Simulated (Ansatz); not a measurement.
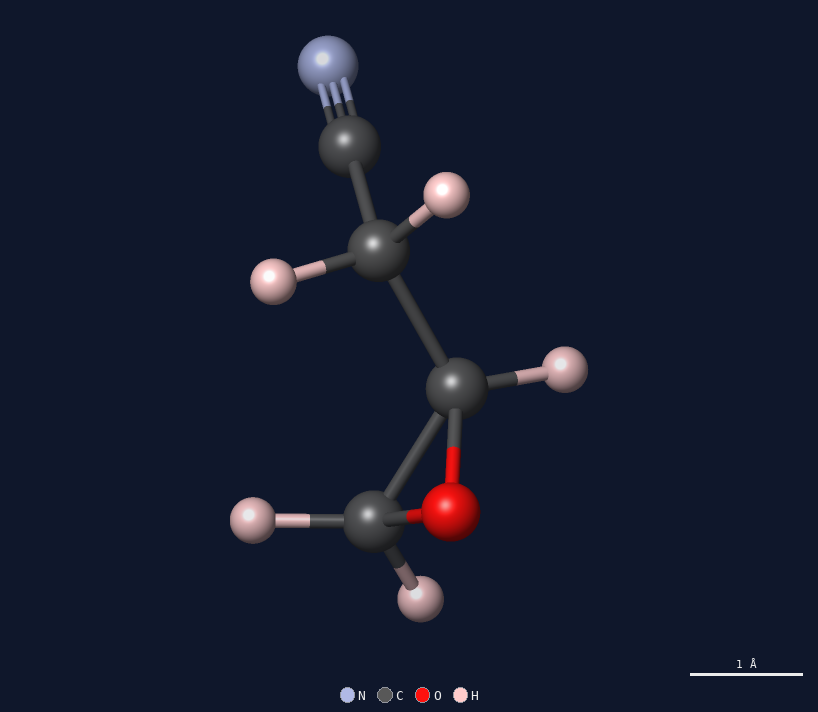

The geometry was computed by an optimisation with PBE0-D4/def2-TZVP.

Description:

It has 11 atoms: 4 carbon, 5 hydrogen, 1 nitrogen and 1 oxygen (C4H5NO). As SMILES it reads `N#CC[C@@H]1CO1`. Independent rings (smallest set): 1 of 3 members. Among its groups: ether, nitrile. The point group is C1. Coordination, clear cases only: 1 C linear; 1 C tetrahedral.

More results for the same structure follow; atom numbers are the same in all pictures, views and colours differ.

Charges

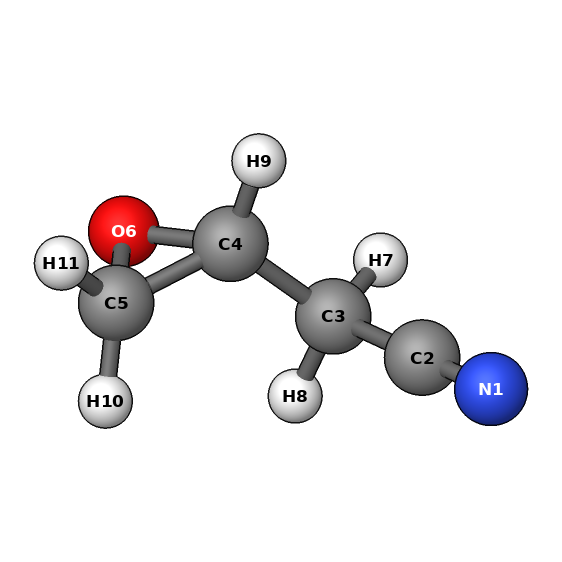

The questions are on Mulliken charges. Properties computed with RKS PBE-D4/def2-TZVPP (Ansatz 0.2.0).

Give the Mulliken charges atom by atom.

| atom | value (e) |
| --- | --- |
| N1 | 0.08 |
| C2 | −0.37 |
| C3 | 0.06 |
| C4 | 0.06 |
| C5 | −0.01 |
| O6 | −0.27 |
| H7 | 0.10 |
| H8 | 0.10 |
| H9 | 0.10 |
| H10 | 0.07 |
| H11 | 0.08 |

Electronic properties

Properties computed with RKS PBE-D4/def2-TZVPP (Ansatz 0.2.0).

What is the HOMO energy (Kohn–Sham orbital)?

Answer. −6.86 eV.

Estimate the dispersion correction.

Answer. −19.5 kJ/mol.

What is the dipole moment?

Answer. 2.38 D.

What is the LUMO energy (Kohn–Sham orbital)?

Answer. −0.59 eV.

Vibrations

Harmonic vibrations computed with RKS PBE0-D4/def2-TZVP (Ansatz 0.2.0) at a stationary point of the same level.

How many vibrational modes are there, and where do they lie?

Answer. 27 modes: 75, 157, 364, 388, 391, 538, 846, 881, 919, 967, 1017, 1086, 1129, 1165, 1180, 1228, 1298, 1327, 1450, 1456, 1537, 2387, 3068, 3112, 3113, 3143, 3205 cm⁻¹.

Mulliken values depend strongly on the basis set and can even reverse the polarity of a bond.
